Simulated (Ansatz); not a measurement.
Electronic density of states of amorphous Ge₂₈Se₂₈C₃, density 5.01 g/cm³, on a 2×2×2 Γ-centred mesh with a Gaussian width of 0.1 eV; energies count from the Fermi level, whose place inside the gap is arbitrary. Cell and mesh are small, so fine structure isn't converged. Level of theory: PBE-D3(BJ), scalar-relativistic without spin-orbit coupling, PAW (Ansatz default set, large-core Se) (plane waves to 420 eV; Ansatz, an electronic-structure program). Sampling: a 2×2×2 Γ-centred mesh; Fermi-Dirac width 0.05 eV; no spin polarisation. So small a spacing is near the smearing width and the bands' dispersion over the mesh, so it is a value of this cell and mesh.

The cell was made by melting and quenching with the CHGNet potential and then relaxed with DFT. The hot cell started wider than the set density and was brought back towards it in steps. It is the lowest in DFT energy of 3 quenches. It is a model cell: composition and starting density were chosen by hand, and all elements were melted together. The geometry includes D3(BJ) dispersion. Its density started from a set value of 4.89 and ended at 5.01 g/cm³. Cooling (nominally 120 K/ps over its main leg) ran many orders faster than in experiment, which tends to leave more defects and strain. A cell of this size samples the disorder only roughly. Volume and shape were free in the relaxation. On a 2×2×2 Γ-centred mesh force components of up to 0.19 eV/Å stay, since the relaxation ran on one k-point at (1/4, 1/4, 1/4).

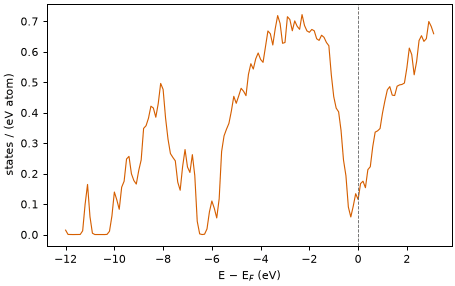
*Density of states per atom*

The gap on this mesh is 0.13 eV; the broadening fills part of it in the curve.
